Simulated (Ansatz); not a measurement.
**Cl$_{2}$H$_{2}$Si: density, localisation and related maps**

```xyz
5

Si    0.0063   -0.0103   -0.0081
H     0.0250   -0.0430    1.4868
Cl    1.9618    0.0038   -0.6905
H    -0.6920    1.1993   -0.5422
Cl   -0.9834   -1.6966   -0.6908
```

Computed with RKS PBE/def2-SVP in Ansatz 0.2.0.

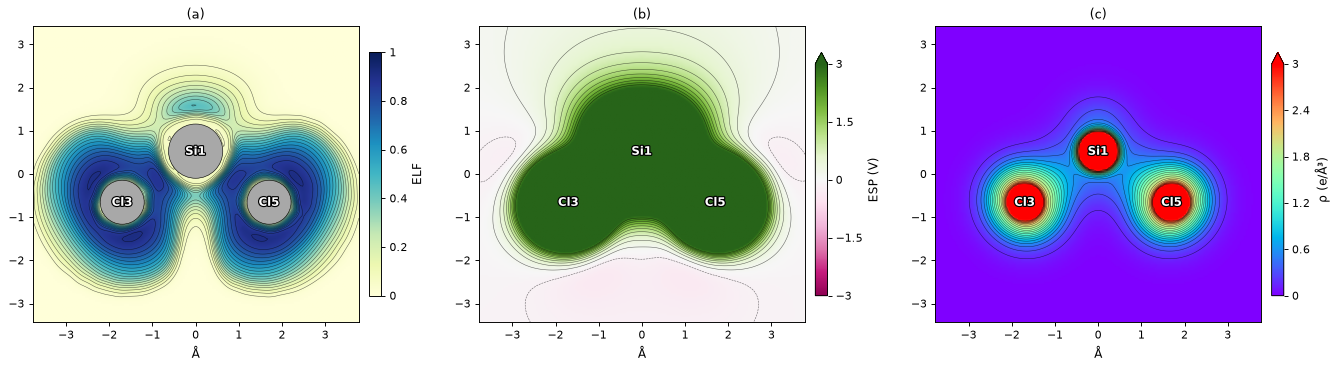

Figure 1. (a) ELF; (b) electrostatic potential; (c) total electron density on the plane of atoms Cl3, Si1 and Cl5. Grey discs cover the atomic cores in the ELF map.

Question: Describe what can be read from this map.

Answer:
- Atoms in the plane: Si and Cl.
- Si–Cl (2.07 Å): ρ is about 0.83 e/Å³ halfway; the ELF peaks at about 0.85 between the atoms, as expected for a shared but strongly polarised pair.
- The ELF also peaks beside Cl3 and Cl5, away from the bonds: lone-pair regions.
- Outside the dense part of the molecule the potential is most negative (−0.4 V) near Cl3 and Cl5.

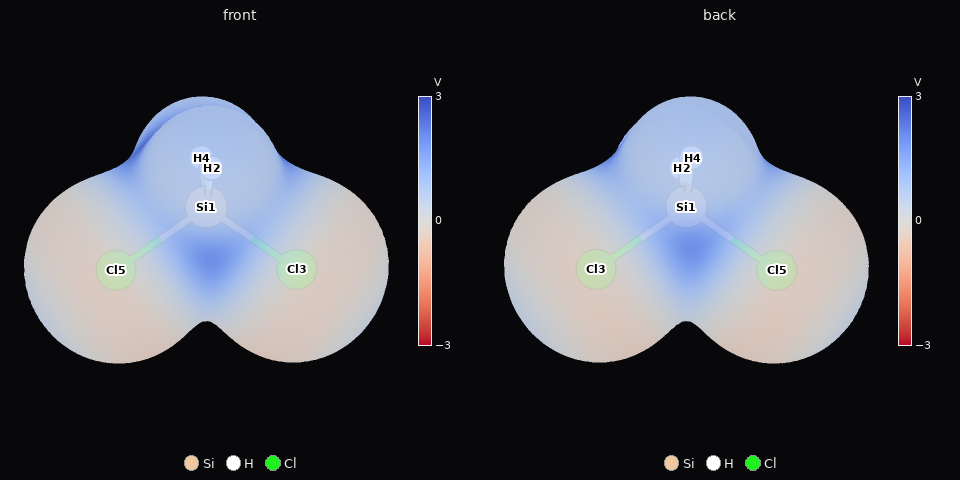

Figure 2. The electrostatic potential painted on the density surface at 0.004 e/bohr³, seen from the front and from behind; red is negative and blue positive.

Question: Where is the surface potential most negative and most positive?

Answer: The most negative region (about −0.3 V) lies over Cl3 and Cl5, the most positive (about +2.4 V) over Si1. Cl3 shows a σ-hole: about +0.4 V at the tip opposite its bond, against about −0.2 V on its flanks. Cl5 shows a σ-hole: about +0.4 V at the tip opposite its bond, against about −0.2 V on its flanks.

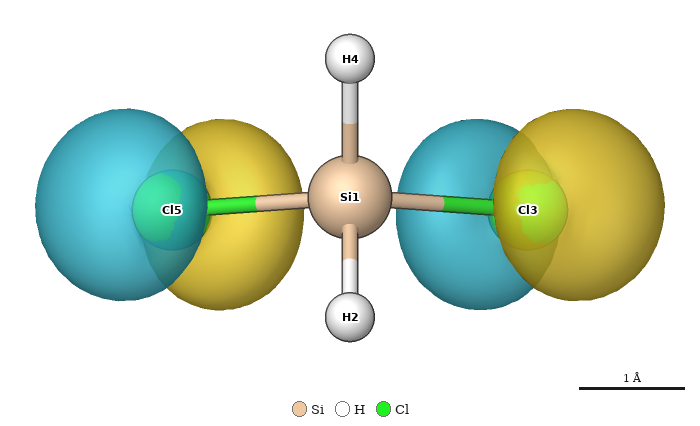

Figure 3. The HOMO−1 at ±0.15 Å⁻³ᐟ² (yellow and cyan are the two phases), seen from one side.

Question: Describe this orbital and give its energy.

Answer: By Hirshfeld shares it lies mainly on Cl3 (about 45 %) and Cl5 (about 45 %); largely a combination of lone pairs on Cl3 and Cl5. Its energy is −7.80 eV.
